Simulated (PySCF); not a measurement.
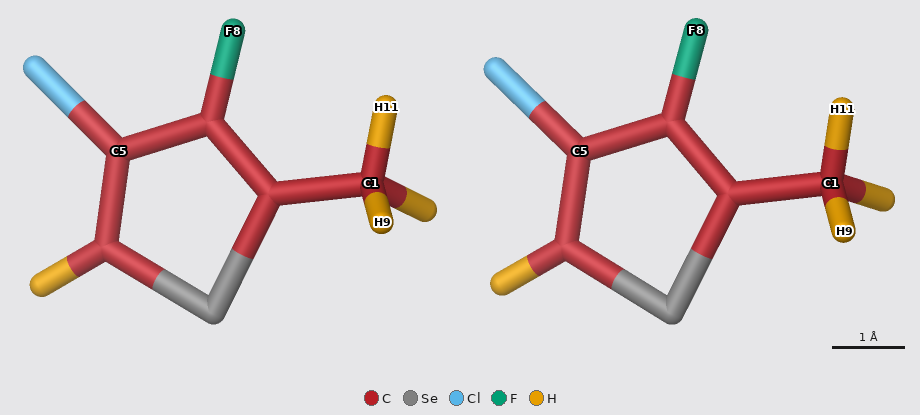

Two geometries of C5H4ClFSe, drawn at one scale. One is the start of a relaxation, the other its converged end. Style: stick. Shown from a free direction.

Theory: PySCF 2.14.0, density-fitted response routines, PBE0-D3(BJ)/def2-SVP geometry optimisation, gas phase. 

Which geometry has the lower energy?

Answer. The left one is the relaxed one. The start comes from GFN2-xTB. The largest move after the best rigid fit is that of an H atom, 0.16 Å. Largest moves by element: H 0.16 Å, Se 0.07 Å, F 0.07 Å, Cl 0.07 Å, C 0.03 Å. Near-neighbour distances that change, for instance: C–F 1.343 → 1.327 Å, C–H 1.073 → 1.088 Å, C–H 1.088 → 1.099 Å, C–C 1.426 → 1.434 Å. After 4 geometry steps the energy has fallen by 2.56 kJ/mol. The largest force component goes from 0.8 to 0.0086 eV/Å. The run took of the order of 2.6 core-minutes on a shared host.
